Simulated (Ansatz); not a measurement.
**ClGeH···HCl: density, localisation and related maps**

```
atom    x (Å)    y (Å)    z (Å)
  Ge   0.6833  -0.0580   1.1910
  Cl   1.6332  -0.2726  -0.8232
  Cl  -1.7144  -0.6093  -0.1587
   H  -0.8751  -0.5235  -1.1366
   H   0.2731   1.4632   0.9273
```

The product side of a reaction path; geometry: PBE0-D4/def2-TZVP.

Theory: RKS PBE0-D4/def2-TZVPP in Ansatz.

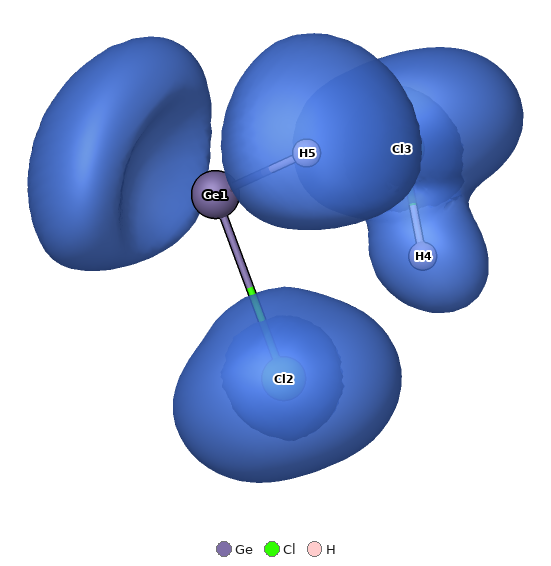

Figure 1. Isosurface of the ELF at 0.75 (blue), seen at an oblique angle. Only the valence region is drawn (cores and ρ < 0.01 e/Å³ removed).

Where are the electrons localised?

Answer. The surface consists of one region around a hydrogen nucleus, one lobe on Ge, pointing away from the bonds (lone pairs), one region wrapped around Cl (its valence shell) and one joined region spread over several atoms (Cl, H), in which their bonds and any lone pairs are merged.


Ge1···Cl3 (2.81 Å): the ELF peaks at about 0.90 in the valence shell of Cl, 0.8 Å from its nucleus, and is about 0.25 at the midpoint. Ge–Cl (2.24 Å): the ELF peaks at about 0.85 in the valence shell of Cl, 0.8 Å from its nucleus, and is about 0.65 at the midpoint.

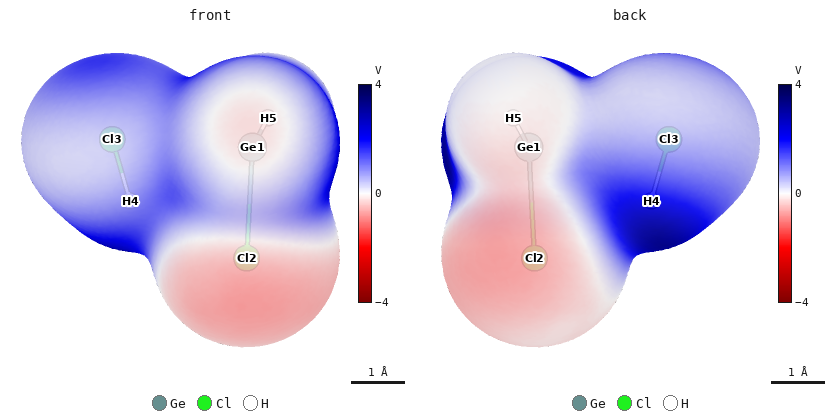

Figure 2. The molecular electrostatic potential painted on the density surface at 0.004 e/bohr³, seen from the front and from behind; red is negative and blue positive.

Which sites attract a positive test charge, and which a negative one?

Answer. A positive charge is drawn to the negative regions and a negative charge to the positive ones. The most negative region (about −0.8 V) lies over Cl2, the most positive (about +3.3 V) over Ge1 and H4. Cl3 shows a σ-hole: about +1.7 V at the tip opposite its bond, against about +0.4 V on its flanks.

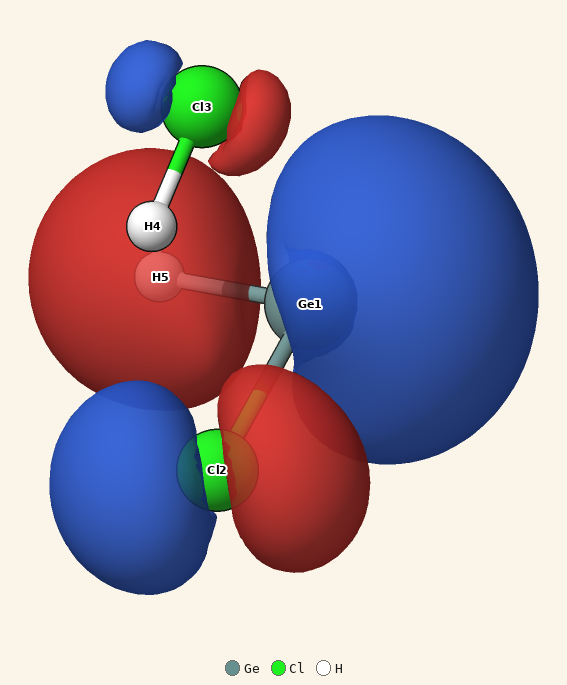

Figure 3. The HOMO at ±0.08 Å⁻³ᐟ² (red and blue are the two phases), seen at an oblique angle.

Where does this orbital lie, and at what energy?

Answer. It lies mainly on Ge1 (about 60 %), Cl2 (about 20 %) and H5 (about 20 %). Its energy is −6.96 eV.
